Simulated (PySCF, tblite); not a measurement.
# C4H5F3O: dynamics, then NMR shifts on frames

How do NMR shifts of C4H5F3O (`O=CCCC(F)(F)F`) change as the atoms move?

The runs use tblite 0.8.0 and PySCF 2.14.0, with density-fitted response routines of our own; the level of theory stands in each step. All values are computed, except where a source is named. Atoms are numbered from 0 throughout.

## 1. The starting structure

13 atoms, charge 0, multiplicity 1; geometry from: GFN2-xTB.

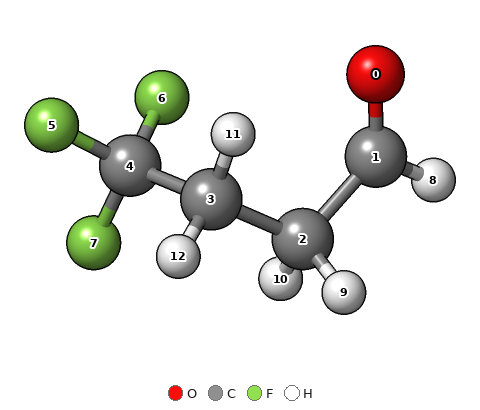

The starting geometry (oxygen red, carbon grey, fluorine green, hydrogen white), atoms numbered; sticks join atoms by distance.

## 2. Thermal motion with GFN2-xTB

The job: settings as JSON, then the geometry in Å.

```
{"job": {"kind": "md", "xc": "GFN2-xTB", "basis": "xTB", "temperature": 400, "steps": 2000, "every": 50, "frames": 5}, "charge": 0, "multiplicity": 1}
O      1.726136     1.538360     0.044355
C      1.792751     0.391178    -0.284506
C      0.772302    -0.667863     0.056901
C     -0.538400    -0.062555     0.560026
C     -1.470300     0.248018    -0.594688
F     -2.594714     0.849604    -0.182159
F     -0.920238     1.041199    -1.520837
F     -1.854485    -0.869597    -1.240751
H      2.654096    -0.001918    -0.855822
H      1.221913    -1.288651     0.836563
H      0.607623    -1.309656    -0.810624
H     -0.331381     0.874717     1.082828
H     -1.069689    -0.742349     1.226476
```

Method: GFN2-xTB Langevin dynamics, gas phase.

Started as:

```
$ OMP_NUM_THREADS=1 python probes_run.py task.json out
```

The driver reads the jobs from task.json and runs them one after another.

Standard output:

```text
t/fs     T/K      E/eV
    0.0   333.4   -799.13549
   25.0   252.4   -798.86235
   50.0   244.3   -798.76239
   75.0   243.6   -798.76926
  100.0   241.4   -798.67307
  125.0   309.7   -798.66944
  150.0   218.6   -798.69193
  175.0   348.4   -798.76687
  200.0   413.8   -798.68628
  225.0   498.9   -798.63952
  250.0   527.2   -798.58560
  275.0   461.6   -798.49328
  300.0   531.4   -798.54793
  325.0   392.6   -798.43416
  350.0   373.4   -798.42644
  375.0   452.8   -798.58875
  400.0   383.2   -798.31756
  425.0   502.8   -798.28694
  450.0   494.2   -798.50161
  475.0   541.6   -798.47728
  500.0   508.4   -798.45447
  525.0   489.7   -798.48962
  550.0   448.3   -798.52796
  575.0   473.4   -798.42226
  600.0   550.0   -798.60378
  625.0   495.8   -798.52679
  650.0   573.0   -798.58589
  675.0   395.4   -798.20294
  700.0   464.5   -798.52947
  725.0   437.7   -798.72755
  750.0   284.5   -798.52785
  775.0   341.8   -798.37868
  800.0   427.0   -798.61467
  825.0   443.7   -798.62013
  850.0   328.1   -798.25878
  875.0   442.0   -798.63952
  900.0   379.1   -798.62016
  925.0   460.1   -798.70828
  950.0   416.3   -798.50718
  975.0   380.6   -798.68240
 1000.0   449.0   -798.45936
```

Wall time 10 s (1 thread of Intel Xeon at 2.80GHz, shared host); peak memory 0.18 GiB.

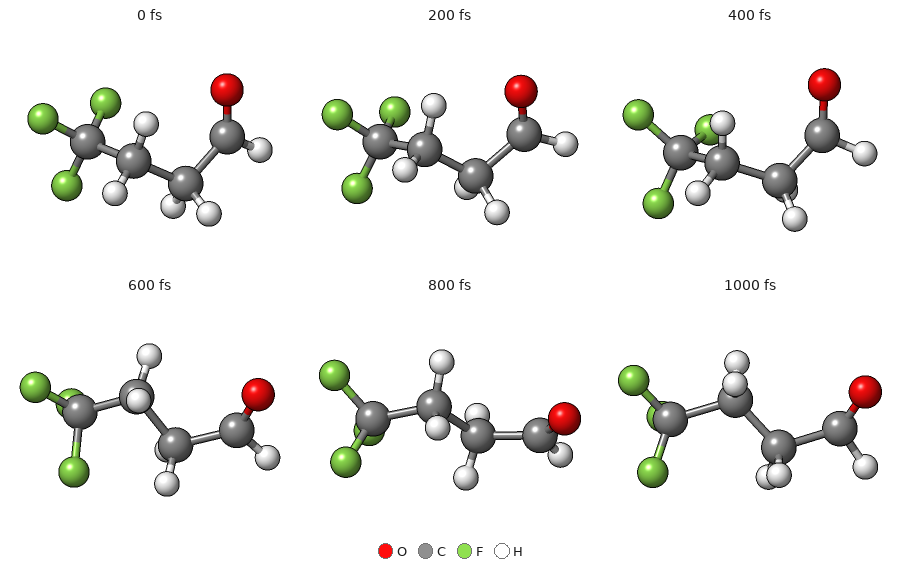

Frames of the run.

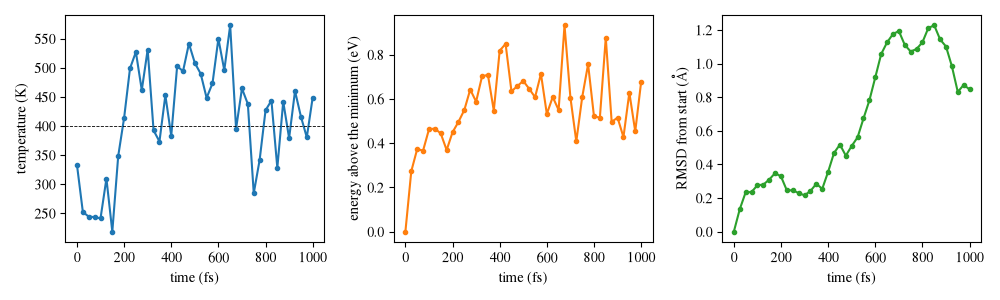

Temperature, potential energy and distance from the start.

Positions (Å) and forces (eV/Å) at 1000 fs:

```xyz
13

O     1.553    0.277    0.796   -0.018    1.201   -0.247
C     1.036   -0.653    0.279    0.626   -2.564    1.088
C    -0.410   -1.083    0.321   -0.079   -1.032   -1.688
C    -1.425    0.015    0.113   -2.442    0.057    0.438
C    -2.906   -0.481   -0.248    0.992    0.241   -0.821
F    -3.825    0.476    0.006    0.439   -0.571    0.409
F    -2.907   -0.584   -1.591   -0.252   -0.329   -0.363
F    -3.371   -1.675    0.191    0.577    0.987    0.225
H     1.688   -1.590    0.041   -0.544    1.050   -0.304
H    -0.537   -1.615    1.284   -0.029    0.430   -0.310
H    -0.533   -1.883   -0.469    0.030    0.746    0.599
H    -1.284    0.791   -0.677    0.530   -0.805    0.517
H    -1.576    0.511    1.056    0.169    0.593    0.458
```

## 3. Nuclear shieldings: 250 fs, PBE0/pcSseg-1

The job: settings as JSON, then the geometry in Å.

```
{"job": {"kind": "nmr", "xc": "PBE0", "basis": "pcSseg-1", "pop": false}, "charge": 0, "multiplicity": 1}
O      1.287200     1.582100     0.722700
C      1.430500     0.513400     0.320900
C      0.535900    -0.644800     0.352800
C     -0.923800    -0.323700     0.510600
C     -1.778600    -0.148300    -0.763500
F     -2.826200     0.653700    -0.643300
F     -1.060900     0.462600    -1.736600
F     -2.273800    -1.312600    -1.238000
H      2.452400     0.120500     0.065700
H      0.845000    -1.108200     1.344500
H      0.823100    -1.463600    -0.301800
H     -1.087500     0.578200     1.127400
H     -1.412500    -1.130100     1.094500
```

With the program's defaults for keys left out, this is: GIAO PBE0/pcSseg-1 NMR shielding, non-relativistic, gas phase.

Standard output:

```text
coarse grid: 11792 points
cycle   1  E = -529.2878817947  dE =  1.377e+00  |g| = 1.107e+00  |ddm| = 3.129e+00
cycle   2  E = -528.8731624848  dE =  4.147e-01  |g| = 1.911e+00  |ddm| = 2.370e+00
cycle   3  E = -529.4965336484  dE = -6.234e-01  |g| = 2.273e-01  |ddm| = 1.824e+00
cycle   4  E = -529.5053748829  dE = -8.841e-03  |g| = 8.287e-02  |ddm| = 1.996e-01
cycle   5  E = -529.5064835440  dE = -1.109e-03  |g| = 1.595e-02  |ddm| = 6.047e-02
cycle   6  E = -529.5065299427  dE = -4.640e-05  |g| = 5.001e-03  |ddm| = 1.339e-02
cycle   7  E = -529.5065349140  dE = -4.971e-06  |g| = 8.702e-04  |ddm| = 4.400e-03
final grid: 117712 points
cycle   8  E = -529.5834755506  dE = -2.893e-05  |g| = 1.247e-02  |ddm| = 2.313e-02
cycle   9  E = -529.5834115476  dE =  6.400e-05  |g| = 2.263e-02  |ddm| = 2.417e-02
cycle  10  E = -529.5835040461  dE = -9.250e-05  |g| = 1.713e-03  |ddm| = 1.661e-02
cycle  11  E = -529.5835046175  dE = -5.714e-07  |g| = 2.648e-04  |ddm| = 1.362e-03
cycle  12  E = -529.5835046257  dE = -8.273e-09  |g| = 1.091e-04  |ddm| = 2.007e-04
cycle  13  E = -529.5835046276  dE = -1.860e-09  |g| = 2.364e-05  |ddm| = 8.000e-05
cycle  14  E = -529.5835046277  dE = -1.144e-10  |g| = 6.415e-06  |ddm| = 2.216e-05
converged SCF energy = -529.5835046277

GIAO shielding tensors (ppm)
atom      isotropic    diamagn.    paramagn.     s11        s22        s33       span
  0 O     -261.970     401.266    -663.235   -806.189   -369.199    389.479   1195.668
  1 C        2.085     244.565    -242.480    -87.049     -8.304    101.607    188.656
  2 C      146.088     252.922    -106.834    111.352    140.864    186.047     74.695
  3 C      157.049     249.572     -92.523    136.565    143.966    190.617     54.051
  4 C       50.865     240.102    -189.237     45.345     49.227     58.023     12.678
  5 F      246.911     469.997    -223.086    169.780    236.996    333.957    164.178
  6 F      245.678     477.140    -231.463    154.189    245.360    337.484    183.295
  7 F      242.681     471.748    -229.068    155.693    227.025    345.324    189.630
  8 H       21.964      26.827      -4.863     18.635     19.558     27.698      9.063
  9 H       28.692      29.394      -0.702     25.336     26.647     34.092      8.756
 10 H       28.232      31.251      -3.018     24.833     27.662     32.203      7.370
 11 H       28.167      29.936      -1.769     24.315     27.570     32.616      8.301
 12 H       29.448      28.821       0.627     24.725     28.808     34.811     10.087
```

Run time: 23 s. Hardware: 1 thread of Intel Xeon at 2.80GHz, shared host; peak memory 0.7 GiB.

Shifts follow as δ = σ(reference) − σ, with reference shieldings (ppm) from runs at the same level and on the same kind of geometry: ¹H TMS 31.72, ¹³C TMS 186.9, ¹⁹F CFCl3 170.9, ¹⁷O H2O 336.1. The references are single molecules in the gas phase, so shifts against H2O, NH3, PH3, H3PO4 or CFCl3 are not on the usual liquid scales and can be off by tens of ppm. Each atom is listed at this fixed geometry, with no averaging over motion; a spectrum would average atoms that exchange fast.

```
atoms                              environment  σ (ppm)  δ (ppm)
   C1                 aldehyde carbonyl carbon      2.1    184.8
   C4                               CF3 carbon     50.9    136.1
   C2                  sp3 CH2 α to a carbonyl    146.1     40.8
   C3                                  sp3 CH2    157.0     29.9
   H8  hydrogen on an aldehyde carbonyl carbon    21.96     9.75
  H11                   hydrogen on an sp3 CH2    28.17     3.55
  H10   hydrogen on an sp3 CH2 α to a carbonyl    28.23     3.48
   H9   hydrogen on an sp3 CH2 α to a carbonyl    28.69     3.03
  H12                   hydrogen on an sp3 CH2    29.45     2.27
   O0                          aldehyde oxygen   -262.0    598.0
   F7                  fluorine of a CF3 group    242.7    -71.7
   F6                  fluorine of a CF3 group    245.7    -74.7
   F5                  fluorine of a CF3 group    246.9    -76.0
```

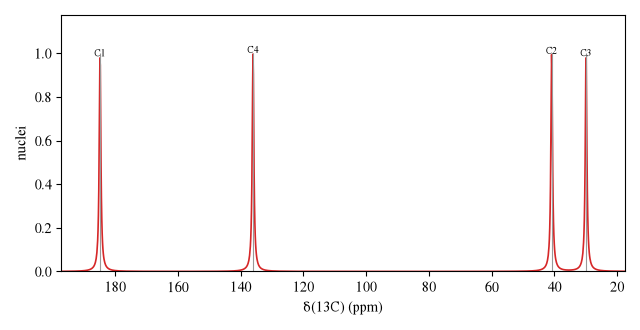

¹³C lines at the computed shifts, without couplings. Lines are broadened to a width of 0.62 ppm (Lorentzian).

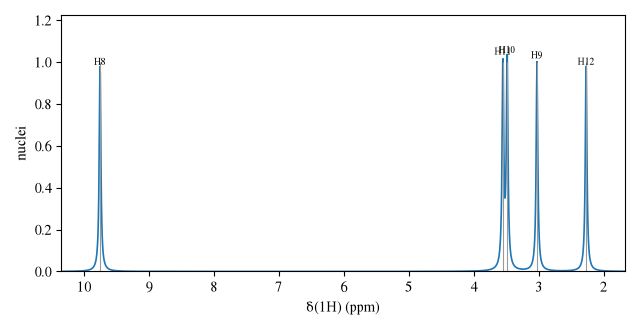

¹H lines at the computed shifts, without couplings. Lines are broadened to a width of 0.03 ppm (Lorentzian).

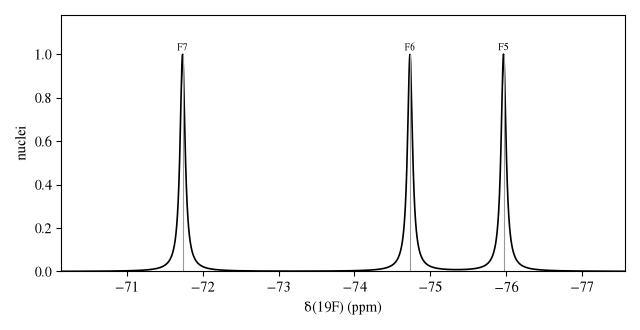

¹⁹F lines at the computed shifts, without couplings. Lines are broadened to a width of 0.08 ppm (Lorentzian).

Orbitals, density, ELF and potential are computed afterwards from the orbital file.

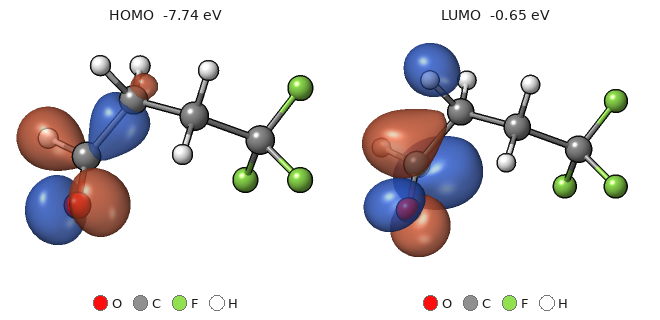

Frontier orbitals at PBE0/pcSseg-1; each surface holds 70 % of the orbital's density, blue and red mark the sign.

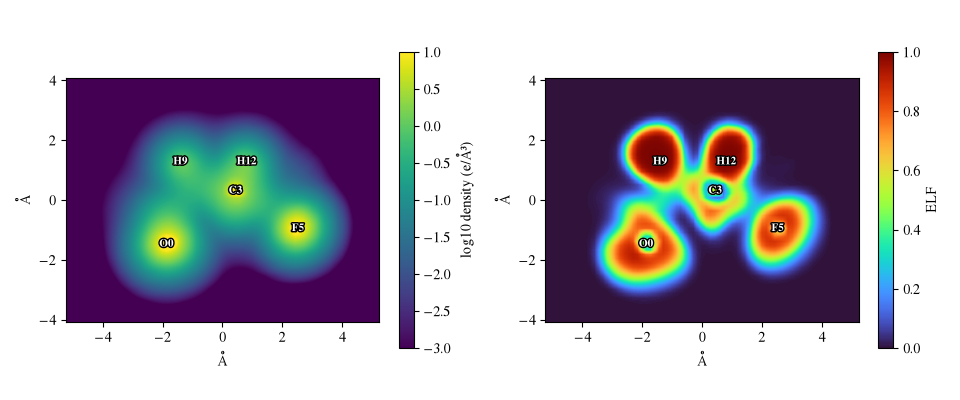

Density (left) and ELF (right) in a plane through or near 5 of the atoms.

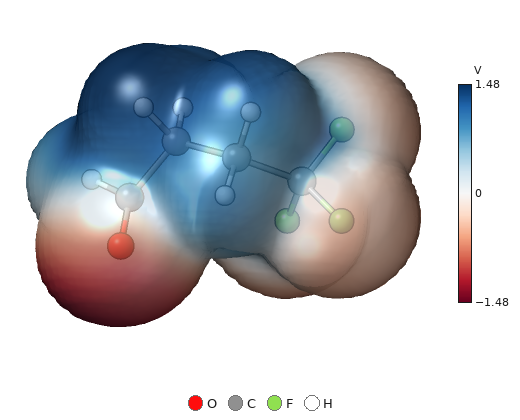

Electrostatic potential on the surface of density 0.002 e/bohr³; red is low, blue high. It runs, from the 1st to the 99th percentile, from -1.35 V near O0 to 1.48 V near H9.

## 4. NMR shieldings: 425 fs, PBE0/pcSseg-1

The job: settings as JSON, then the geometry in Å.

```
{"job": {"kind": "nmr", "xc": "PBE0", "basis": "pcSseg-1", "pop": false}, "charge": 0, "multiplicity": 1}
O      1.054300     1.143100     0.789100
C      1.307800     0.018700     0.850100
C      0.205800    -0.959100     0.550900
C     -1.301700    -0.463300     0.735200
C     -2.145900    -0.450200    -0.518600
F     -3.172500     0.432400    -0.530700
F     -1.443300    -0.002600    -1.519900
F     -2.704000    -1.607900    -0.793800
H      2.286600    -0.318500     1.235500
H      0.224500    -1.883400     1.090200
H      0.486000    -1.322700    -0.421900
H     -1.386100     0.543000     1.214800
H     -1.889200    -1.117500     1.349700
```

Method: GIAO PBE0/pcSseg-1 NMR shielding, non-relativistic, gas phase.

Standard output:

```text
coarse grid: 11792 points
cycle   1  E = -529.2795896415  dE =  1.436e+00  |g| = 1.107e+00  |ddm| = 3.111e+00
cycle   2  E = -528.8703719733  dE =  4.092e-01  |g| = 1.891e+00  |ddm| = 2.269e+00
cycle   3  E = -529.4847580719  dE = -6.144e-01  |g| = 2.360e-01  |ddm| = 1.777e+00
cycle   4  E = -529.4941931928  dE = -9.435e-03  |g| = 8.025e-02  |ddm| = 1.948e-01
cycle   5  E = -529.4952125520  dE = -1.019e-03  |g| = 1.439e-02  |ddm| = 5.346e-02
cycle   6  E = -529.4952502586  dE = -3.771e-05  |g| = 5.039e-03  |ddm| = 1.261e-02
cycle   7  E = -529.4952553804  dE = -5.122e-06  |g| = 9.654e-04  |ddm| = 4.189e-03
final grid: 117712 points
cycle   8  E = -529.5720065370  dE = -3.228e-05  |g| = 1.215e-02  |ddm| = 2.631e-02
cycle   9  E = -529.5719483800  dE =  5.816e-05  |g| = 2.170e-02  |ddm| = 2.188e-02
cycle  10  E = -529.5720337397  dE = -8.536e-05  |g| = 1.790e-03  |ddm| = 1.519e-02
cycle  11  E = -529.5720343906  dE = -6.508e-07  |g| = 2.698e-04  |ddm| = 1.459e-03
cycle  12  E = -529.5720343995  dE = -8.912e-09  |g| = 1.188e-04  |ddm| = 2.288e-04
cycle  13  E = -529.5720344016  dE = -2.094e-09  |g| = 2.515e-05  |ddm| = 7.814e-05
cycle  14  E = -529.5720344017  dE = -1.130e-10  |g| = 8.023e-06  |ddm| = 2.329e-05
converged SCF energy = -529.5720344017

GIAO shielding tensors (ppm)
atom      isotropic    diamagn.    paramagn.     s11        s22        s33       span
  0 O     -340.418     403.160    -743.578   -974.604   -427.159    380.509   1355.113
  1 C       -1.876     246.871    -248.747    -96.039     -8.144     98.556    194.595
  2 C      151.530     250.639     -99.109    128.678    138.607    187.306     58.628
  3 C      152.287     246.840     -94.553    135.743    147.968    173.150     37.407
  4 C       56.181     242.057    -185.876     44.871     57.142     66.531     21.660
  5 F      241.874     471.008    -229.134    147.245    221.269    357.109    209.863
  6 F      258.290     478.386    -220.096    185.301    267.119    322.450    137.148
  7 F      256.197     470.384    -214.187    185.626    247.725    335.240    149.614
  8 H       21.588      27.150      -5.562     19.381     19.981     25.402      6.022
  9 H       29.210      30.705      -1.495     24.105     28.505     35.021     10.916
 10 H       30.004      31.647      -1.643     26.790     30.034     33.190      6.400
 11 H       28.243      28.845      -0.602     24.641     27.527     32.561      7.920
 12 H       30.208      29.069       1.140     25.843     29.804     34.978      9.135
```

Run time: 16 s. Hardware: 1 thread of Intel Xeon at 2.80GHz, shared host; peak memory 0.8 GiB.

This run: δ C1 188.8, C4 130.7, C2 35.4, C3 34.6, H8 10.13, H11 3.47 ppm.

(Part 1 of 2 ends here.)
